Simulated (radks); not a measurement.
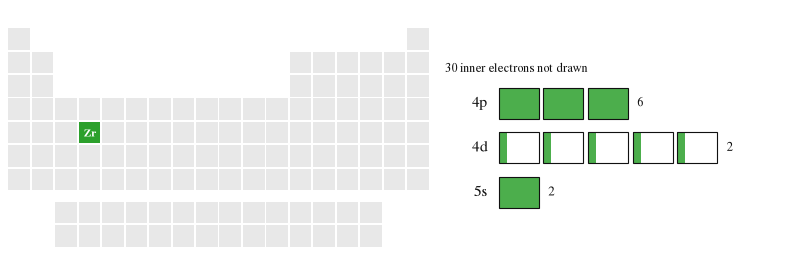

**Figure 1.** Left, the place of zirconium in the periodic table; right, the outer shells as the input fills them: a box for each of the 2l + 1 orbitals, shaded by the share of the shell that is filled, with the electron count at the right.

**Run report: Zr, atomic calculation**

A free Zr atom in the configuration [Kr] 4d2 5s2 (open shells shared over both j by 2j + 1). Computed at this level: Dirac Kohn-Sham, LDA (Slater exchange, Perdew-Wang correlation), spin-unpolarised, spherical densities, point nucleus (the in-house radial solver radks).

### Input
```
Z 40
configuration [Kr] 4d2 5s2
relativity Dirac
functional lda,pw
spin unpolarised
j_filling average
nucleus point
c 137.035999084
mesh_step 0.003
max_iterations 78
```

Energies in input and log are in hartree, lengths in bohr.

Hardware: 1 thread of Arm Neoverse V1, 23 GiB of memory available, shared host.

Launched within a batch (the task file carries these settings):
```bash
python <driver script> task.json out
```

### The program's output
```
1s1/2   1   2.0000        -653.81590432
2s1/2   1   2.0000         -90.59673101
2p1/2   1   2.0000         -82.99495982
2p3/2   1   4.0000         -79.84532670
3s1/2   1   2.0000         -14.82497421
3p1/2   1   2.0000         -11.99378345
3p3/2   1   4.0000         -11.49157747
3d3/2   1   4.0000          -6.47971938
3d5/2   1   6.0000          -6.38788981
4s1/2   1   2.0000          -2.00261059
4p1/2   1   2.0000          -1.23932525
4p3/2   1   4.0000          -1.17298762
4d3/2   1   0.8000          -0.14014541
4d5/2   1   1.2000          -0.13537589
5s1/2   1   2.0000          -0.16862191
Etot -3595.021782248617
Ekin 3714.0688800203866
Encl -8680.01656775018
Eh 1481.013751095194
Exc -110.087845614018
err 4.5298329948909633e-10
it 15
```

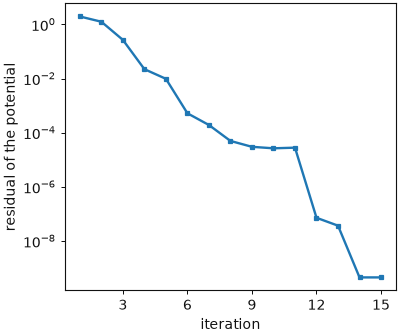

**Figure 2.** Convergence: residual of the potential against the iteration. The residual falls almost steadily, with no more than small rises or pauses. It goes from 2.0 to 4.5×10⁻¹⁰ in 15 steps.

### Outcome

- outcome: converged
- total energy: −3595.0218 hartree
- kinetic energy: 3714.0689 hartree
- electron–nucleus energy: −8680.0166 hartree
- Hartree energy: 1481.0138 hartree
- exchange–correlation energy: −110.087846 hartree
- radius at density 0.001 e/bohr³: 5.07 bohr
- SCF iterations: 15

### What is odd here

A numerical setting was moved from its usual value: mesh step h = 0.003. The program ran to the end, and its total energy equals that of the same run with the usual input (−3595.02178 hartree) within 10⁻⁵ hartree, so the oddity leaves no trace in it.
